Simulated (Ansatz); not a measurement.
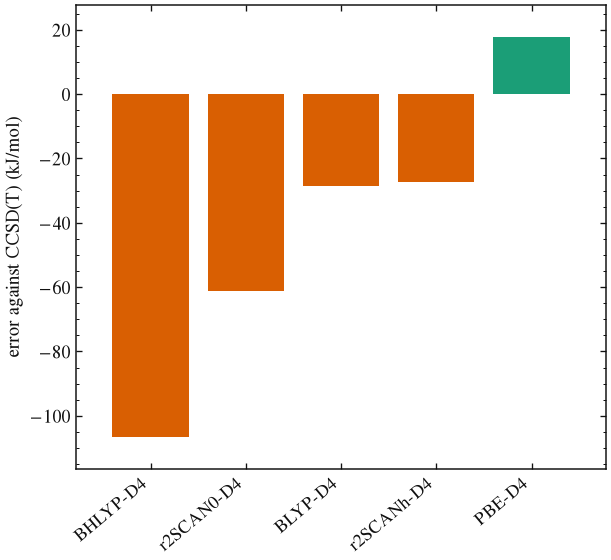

Error in the electronic atomisation energy (method less reference, so positive means overbinding) of CH₅AlF₂Si, SMILES FC[Si@H](F)[AlH2], singlet: functionals in def2-TZVPP against frozen-core CCSD(T) at the limit (MP2 extrapolated from triple and quadruple zeta, plus CCSD(T) less MP2 in a smaller set), which gives 3284.1 kJ/mol, at a PBE0-D4/def2-TZVP geometry (a minimum by its frequencies), no zero-point or spin-orbit term, the Ansatz code. The reference leaves out core correlation, a term that grows with the number of heavy atoms.

What range do the values span?

From −106.6 kJ/mol (BHLYP-D4) to 17.9 kJ/mol (PBE-D4).

Give the values.

```
     level  kJ/mol
  BHLYP-D4  −106.6
r2SCAN0-D4   −61.1
   BLYP-D4   −28.6
r2SCANh-D4   −27.4
    PBE-D4    17.9
```

Caveats, for all or some of the runs: one conformer of a flexible molecule.
